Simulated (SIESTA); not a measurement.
How far to go with the k-point mesh: Mg (P-3m1, 2 atoms in the cell)

```xyz
2
Lattice="1.6002 -2.7716 0.0000 1.6002 2.7716 0.0000 0.0000 0.0000 5.1944" Properties=species:S:1:pos:R:3 pbc="T T T"
Mg     1.6002     0.9239     1.3486
Mg     1.6002    -0.9239     3.8958
```

Method of the run: LDA PW92, numerical atomic orbitals DZP, PseudoDojo LDA standard norm-conserving potentials (rewritten from UPF to PSML) (SIESTA).

Base settings: XC.functional = LDA; XC.authors = PW92; potentials = PseudoDojo LDA standard; PAO.BasisSize = DZP; PAO.EnergyShift = 0.005 Ry; MeshCutoff = 350 Ry; kgrid.MonkhorstPack = 12 12 7; OccupationFunction = FD; ElectronicTemperature = 0.1 eV; MaxSCFIterations = 150.

The second cell is the first with its lattice scaled by 0.98.

Only quantities that move along the ladder and can be compared are tabulated.

Core times come from one kind of shared machine, to one figure; runs under 30 s give none.

The starting cell has typed, rounded lattice constants, without a prior relaxation at this level. Its lattice was rescaled by up to half a per cent. One atom was moved a little off its site on purpose. Values carry the incompleteness of an atom-centred basis.

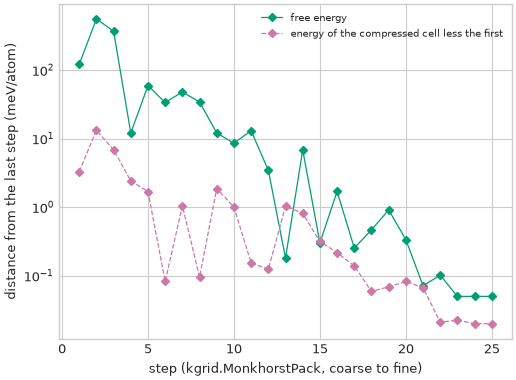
Figure: Distance from the last step along the ladder; very small values are drawn at a floor.

| kgrid.MonkhorstPack | free energy less the last step's (meV/atom) | energy of the compressed cell less the first (meV/atom) | pressure (GPa) | largest difference of a force vector from the last step's (eV/Å) | core time / last (rough) |
|---|---|---|---|---|---|
| 2 2 1 | 120.88 | 21.46 | 1.08 | 0.076 | – |
| 2 2 2 | 557.68 | 31.35 | 2.09 | 0.205 | – |
| 3 3 2 | 369.19 | 25.06 | 1.62 | 0.057 | – |
| 4 4 2 | -12.04 | 15.75 | 0.59 | 0.049 | – |
| 4 4 3 | -59.39 | 16.48 | 0.57 | 0.015 | – |
| 5 5 3 | -33.66 | 18.25 | 0.77 | 0.031 | – |
| 6 6 3 | 47.96 | 19.21 | 0.92 | 0.010 | – |
| 6 6 4 | 34.19 | 18.26 | 0.80 | 0.032 | – |
| 7 7 4 | -12.04 | 20.03 | 0.99 | 0.033 | – |
| 8 8 4 | -8.59 | 17.16 | 0.67 | 0.015 | – |
| 8 8 5 | -13.06 | 18.01 | 0.78 | 0.005 | – |
| 9 9 5 | 3.44 | 18.04 | 0.79 | 0.004 | – |
| 10 10 6 | 0.18 | 19.20 | 0.92 | 0.005 | – |
| 11 11 6 | -6.83 | 17.35 | 0.71 | 0.001 | – |
| 12 12 7 | 0.30 | 17.85 | 0.78 | 0.001 | – |
| 14 14 8 | -1.70 | 17.95 | 0.78 | 0.002 | – |
| 15 15 8 | 0.25 | 18.03 | 0.80 | 0.003 | – |
| 17 17 9 | -0.47 | 18.22 | 0.81 | 0.001 | – |
| 19 19 10 | 0.91 | 18.23 | 0.81 | 0.000 | – |
| 21 21 11 | -0.34 | 18.08 | 0.80 | 0.000 | – |
| 23 23 13 | 0.07 | 18.23 | 0.81 | 0.001 | – |
| 26 26 14 | 0.10 | 18.19 | 0.81 | 0.000 | 0.4 |
| 28 28 15 | -0.04 | 18.14 | 0.80 | 0.000 | 0.4 |
| 31 31 17 | -0.02 | 18.15 | 0.80 | 0.000 | 0.6 |
| 35 35 19 | 0.00 | 18.17 | 0.81 | 0.000 | 0.7 |
| 39 39 21 | 0.00 | 18.16 | 0.81 | 0.000 | 1 |

Coarsest kgrid.MonkhorstPack that holds the free energy within 1 meV/atom of the last step, with all finer ones: 15 15 8; the step before is off by 1.7 meV/atom.

Coarsest kgrid.MonkhorstPack that holds the forces within 0.02 eV/Å of the last step, with all finer ones: 8 8 4; the step before is off by 0.033 eV/Å.

Coarsest kgrid.MonkhorstPack that holds the pressure within 0.05 GPa of the last step, with all finer ones: 12 12 7; the step before is off by 0.10 GPa.

The energy difference between the two cells stays within 1 meV/atom of the last step's from 11 11 6 on, the total only from 15 15 8 on: much of the error is common to both cells and cancels.
